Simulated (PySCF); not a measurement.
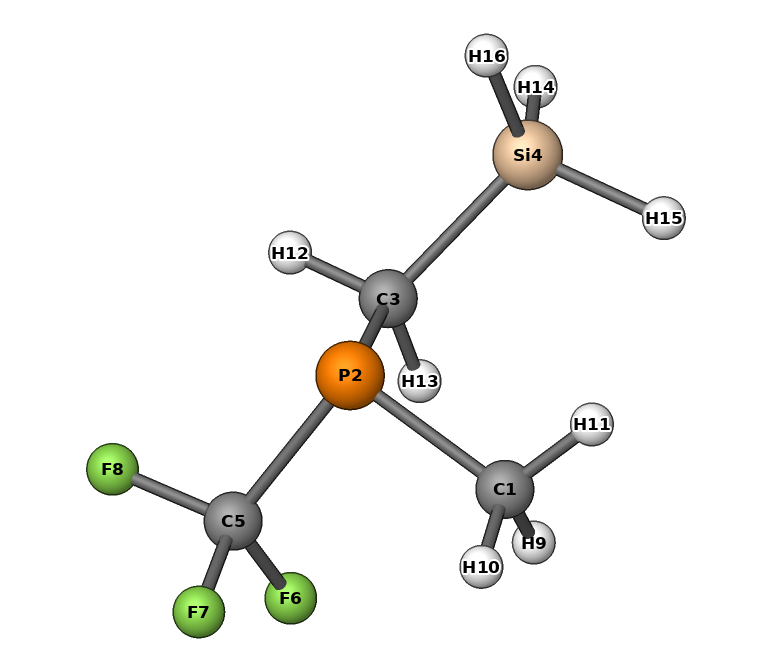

The questions are on isotropic NMR shieldings of the C atoms. The geometry was computed by an optimisation with GFN2-xTB. No frequency run is at hand to confirm it as a minimum. Method: GIAO PBE0/pcSseg-1 NMR shielding, non-relativistic, gas phase (PySCF 2.14.0).

List the isotropic NMR shieldings of the C atoms.

```csv
atom,σ (ppm)
C1,174.9
C3,180.4
C5,44.5
```

The geometry is semi-empirical. Around P, Si such bond lengths and angles can be off by a tenth of an ångström or more and by several degrees, and values that hang on the shape move with them.
